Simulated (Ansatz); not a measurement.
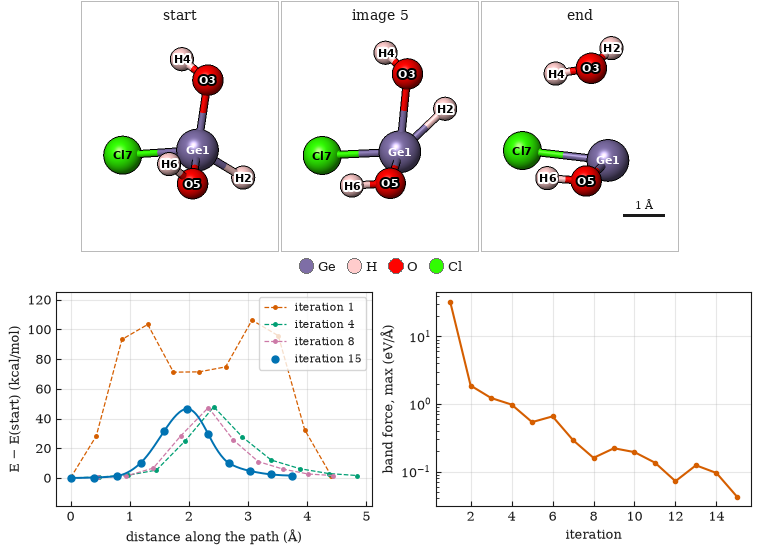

NEB run on GeH3O2Cl. Images are numbered from 0 (start) to 10 (end). The plot follows the band through its iterations. Style: ball-and-stick. Shown from a free direction.

The calculation used RKS PBE-D4/def2-SVP (Ansatz 0.2.0). Settings: 9 movable images; climbing image; force threshold 0.05 eV/Å; iteration limit 60; starting path through a guess of the saddle point.

How did the profile develop, and is the result final?

Answer. The result is final at these settings. The band converged in 15 iterations. The largest component of the band force went from 33 to 0.043 eV/Å. The climbing image converged on the top of the path. Its vibrational analysis gives one imaginary mode (1162i cm⁻¹), as a transition state must have. The first iteration put the highest image at 106.2 kcal/mol. Forward barrier 46.5 kcal/mol, backward barrier 44.9 kcal/mol, with image 5 at the top; the reaction energy is +1.6 kcal/mol.
